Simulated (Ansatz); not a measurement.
```
H C Br
1.0
     4.02418    0.00000    0.01604
     0.00000    5.71968    0.00000
    -2.17104    0.00000   14.26052
H C Br
8 12 4
Cartesian
  1.7580 2.1233 7.6885
  -0.9904 4.9831 13.7183
  0.0951 3.5964 6.5880
  2.8435 0.7366 0.5583
  -0.7218 5.0442 4.7617
  3.6604 2.1844 2.3846
  2.5749 0.6754 9.5148
  -1.8073 3.5353 11.8920
  2.2763 1.1973 7.4473
  -1.5087 4.0571 13.9595
  -0.4232 4.5224 6.8293
  3.3618 1.6625 0.3170
  2.4833 0.8071 6.1261
  0.4554 3.6669 1.0202
  -0.6301 4.9126 8.1505
  1.3977 2.0527 13.2564
  3.1405 5.3397 5.8128
  -0.2018 2.4799 1.3335
  -1.2874 0.3800 8.4638
  2.0550 3.2398 12.9431
  1.8538 1.9290 4.7161
  1.0848 4.7888 2.4302
  -0.0007 3.7907 9.5605
  0.7683 0.9309 11.8463
```

Space group P2₁/c.

All numbers below come from DFT PBE+D3(BJ), scalar-relativistic, plane waves, PAW (Ansatz).

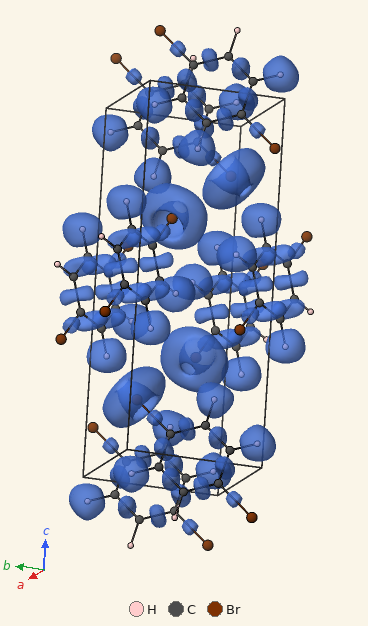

H₂C₃Br. Isosurface of the electron localisation function at 0.8 (blue), seen at an oblique angle. Core shells and regions of very low density are left out. Sticks mark near contacts.

**Describe the localisation domains.**

The ELF exceeds this value in four regions between bonded Br–C atoms (shared pairs), twelve regions between bonded C–C atoms (shared pairs), eight regions around hydrogen nuclei and four regions wrapped around Br (the valence shell of each), counted in one cell of 24 atoms. Any copies at cell faces, edges or corners count once.

Values along the shortest contacts:
C–H (1.09 Å): the ELF climbs to about 1 towards the hydrogen, as it does in any bond to H (an ordinary covalent bond to hydrogen). C–C (1.39 Å): the ELF peaks at about 0.95 between the atoms; a covalent bond.
